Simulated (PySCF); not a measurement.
# CH4O: the cost of one run

The runs use PySCF 2.14.0, with density-fitted response routines of our own; the level of theory stands in each step. All values are computed, except where a source is named. Atoms count from 0, in the outputs and in this text.

## 1. The starting structure

6 atoms, charge 0, multiplicity 1; geometry from: GFN2-xTB.

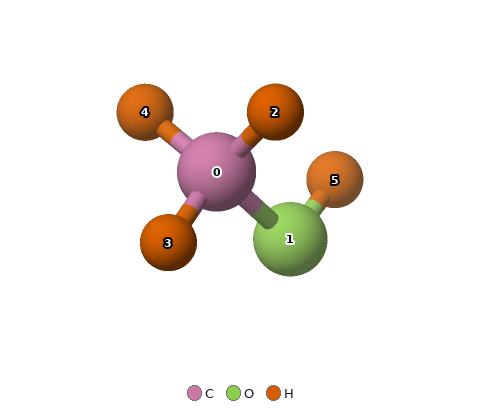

As it starts; carbon pink, oxygen green, hydrogen orange, atoms numbered.

## 2. Relaxing the molecule at PBE0-D3(BJ)/def2-SVP

The job: settings as JSON, then the geometry in Å.

```
{"job": {"xc": "PBE0", "basis": "def2-SVP", "d3": "d3bj", "grid": 1, "kind": "geom"}, "charge": 0, "multiplicity": 1}
C     -0.362064     0.007545     0.014401
O      0.905602    -0.433640    -0.405244
H     -0.492159    -0.102840     1.096395
H     -1.091894    -0.619242    -0.494459
H     -0.538518     1.053071    -0.260566
H      1.582155     0.097096     0.027897
```

Launch:

```
$ OMP_NUM_THREADS=1 python probes_run.py task.json out
```

This one command runs all jobs of the session in turn.

**Question.** How long does this first job take on 1 thread of Intel Xeon Platinum 8259CL at 2.50GHz, shared host, and how much memory does it need?

About 3.4 s, with a peak of 0.27 GiB.
